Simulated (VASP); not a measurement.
Band structure of Te2Au (sg12). These are r2SCAN meta-GGA with spin-orbit coupling, VASP's PBE PAW potentials (set 64) (plane waves; VASP 6.6.1) values and carry that method's errors.

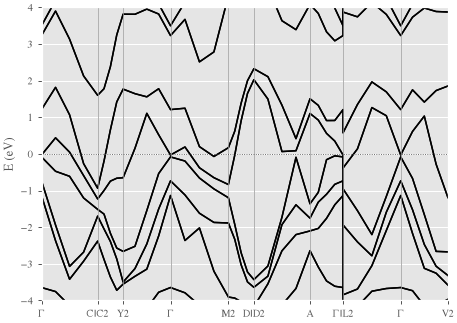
*Bands along high-symmetry lines, zero at the valence-band maximum or, without a gap, the Fermi level*

Task: Read the plot: is there a gap, and where are the band edges?

Result: It has no gap at this level: it comes out as a metal or semimetal.

The compound is Te2Au in the sg12 structure. It was relaxed first.
